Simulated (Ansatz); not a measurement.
## Electronic structure of AlF2H···F (doublet) in real space

Input file:

```
crystal:
  periodic: [false, false, false]
  atoms:
    - { symbol: Al, position_ang: [0.0, 0.0, 0.0] }
    - { symbol: H, position_ang: [0.0, 0.0, 1.81] }
    - { symbol: F, position_ang: [1.4635, 0.0, -0.845] }
    - { symbol: F, position_ang: [-1.4635, 0.0, -0.845] }
    - { symbol: F, position_ang: [0.0, 0.0, 3.03] }
magnetization:
  spin_polarized: true
  initial_magnetization: 1
basis:
  gaussian: { orbitals: def2-SVP }
hamiltonian:
  xc: hf
relax:
  f_tol: 0.15
  max_steps: 25
  restrain:
    - { distance: [1, 4], at: 2.12, k: 30.0 }
    - { distance: [0, 1], at: 1.56, k: 30.0 }
output:
  orbitals: {}
```

Run with:

```sh
ansatz run input.yaml --threads 1 --pin off --max-ram 2048MiB --backend cpu --events-out ev --progress --plain --runs-dir out
```

The fields are those of the run's last geometry, not of the input's.

These are results of UHF/def2-SVP in Ansatz 0.2.0, not measurements.

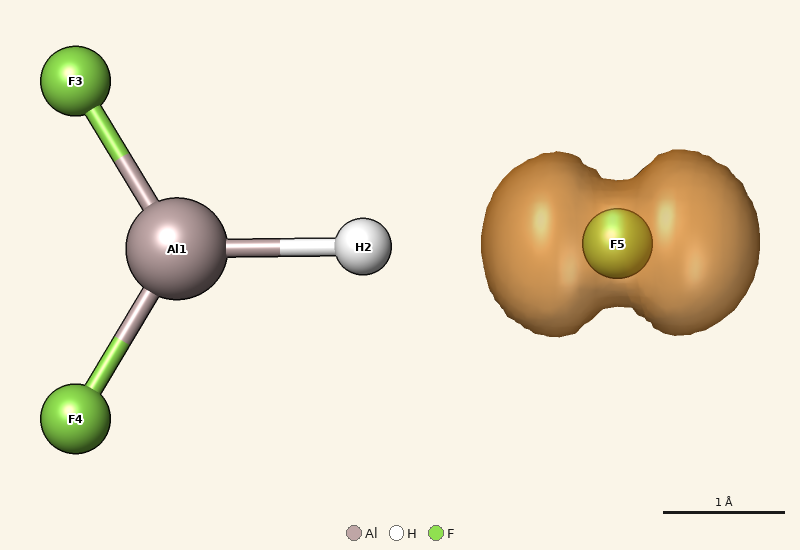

Figure 1. Isosurface of the spin density (α minus β) at +0.03 e/Å³ (orange), seen at an oblique angle.

Question: Where is the unpaired spin?

Answer: The unpaired spin (1 electron) lies mostly on F5 (about 1.0), in electrons by Hirshfeld's partition.

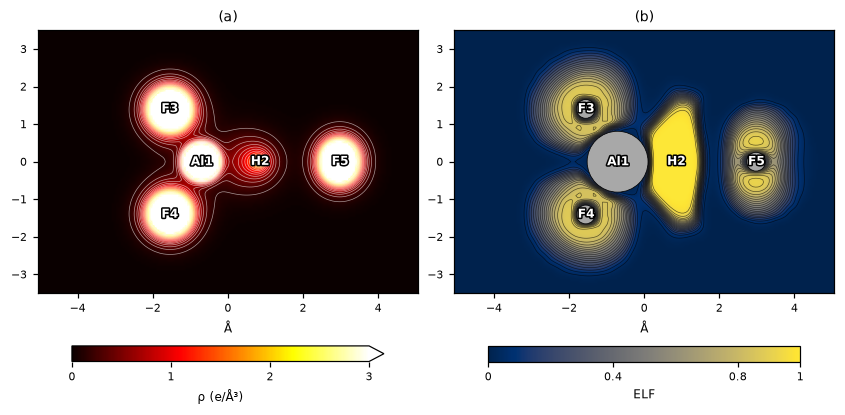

Figure 2. (a) total electron density; (b) electron localisation function on the molecular plane. Grey discs cover the atomic cores in the ELF map.

Question: What does the map show?

Answer:
- The section cuts through Al, H and F sites.
- F5···H2 (2.13 Å): the density falls to about 0.1 e/Å³ on the way; the ELF dips to about 0.05 between them.
- Al–F (1.64 Å): the density is about 0.85 e/Å³ at the midpoint; the ELF peaks at about 0.85 in the valence shell of F, 0.6 Å from its nucleus, and is about 0.30 at the midpoint.
- Al–H (1.56 Å): ρ is about 0.58 e/Å³ halfway; the ELF climbs to about 1 towards the hydrogen.
- The ELF also peaks beside F4 and F3, away from the bonds: non-bonding electrons, paired or unpaired.

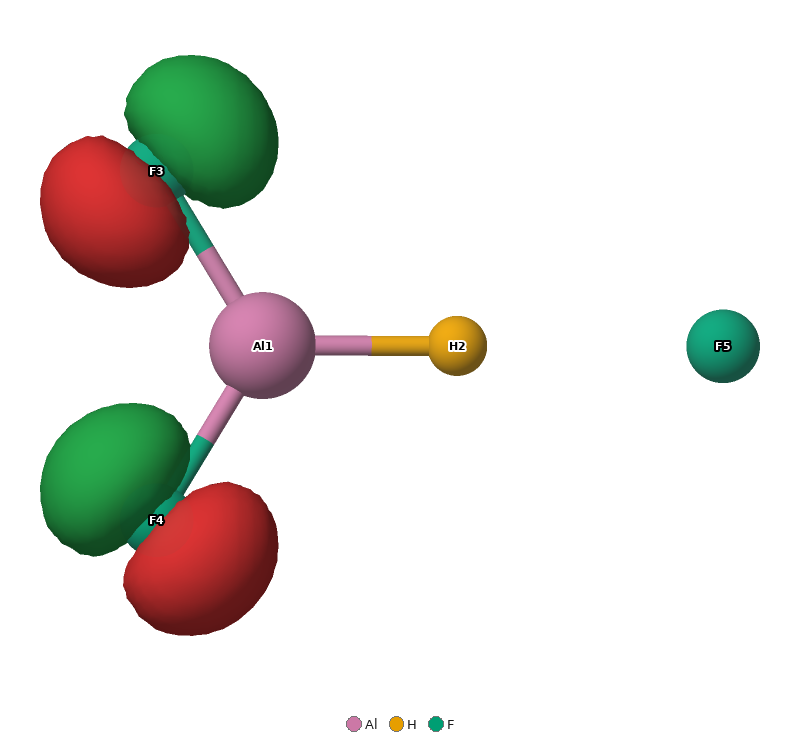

Figure 3. The HOMO−1 (β) at ±0.2 Å⁻³ᐟ² (green and red are the two phases), seen at a tilt.

Question: Where does this orbital lie, and at what energy?

Answer: Its weight (Hirshfeld) is mainly on F4 (about 45 %) and F3 (about 45 %); it is symmetric in the molecular plane (an in-plane orbital: σ, lone-pair or in-plane π type); largely a combination of lone pairs on F4 and F3. Its energy is −16.93 eV.

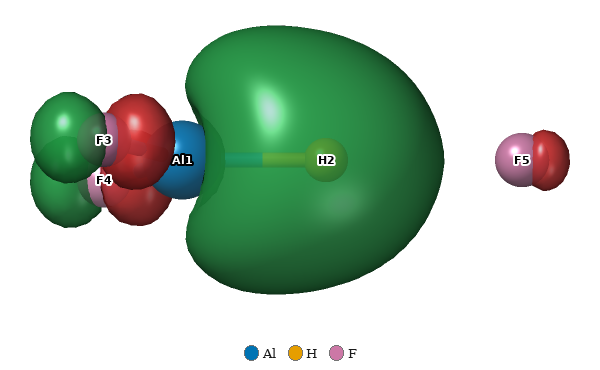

Figure 4. The HOMO (β) at ±0.1 Å⁻³ᐟ² (green and red are the two phases), seen from one side.

Question: What is the character of this orbital?

Answer: Its weight (Hirshfeld) is mainly on H2 (about 50 %) and Al1 (about 35 %); it is symmetric in the molecular plane (an in-plane orbital: σ, lone-pair or in-plane π type). Its energy is −13.78 eV.
